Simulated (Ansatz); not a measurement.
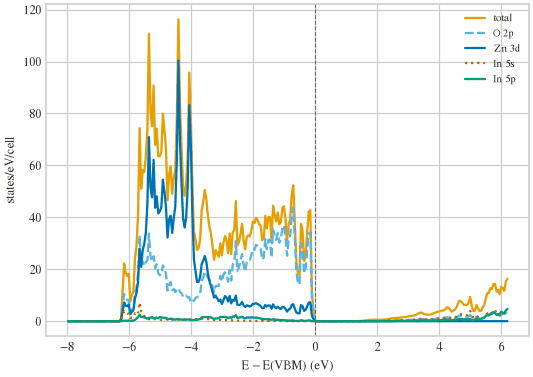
Figure. Total and projected density of states of Zn₃In₂O₆ in space group P2_1/m (No. 11; Pearson symbol mP44), DFT-r²SCAN in the program Ansatz with PAW potentials

Which orbitals carry the states next to the gap?

Top 1 eV of the valence band: O 2p 82 %, Zn 3d 15 %. Bottom 1 eV of the conduction band: In 5s 27 %, Zn 4s 27 %, O 2s 21 %, O 2p 19 %. Projections are on Löwdin-orthogonalised atomic valence shells; empty p or d shells of many metals are not among them.

Where is the tallest occupied peak in this window, and what makes it?

Near -4.4 eV, about 120 states/eV per cell; the largest projected share is Zn 3d.

The first step of the workflow began from a Materials Project structure, measured or hypothetical; the Crystallography Open Database copy checked does not list it. Its standing as an ambient phase is unchecked. Symmetry was held in the r²SCAN relaxation; its stability against distortions is not shown here. Spin–orbit coupling is left out wherever it is not named.

Potentials: the earlier of the program's two PAW sets.
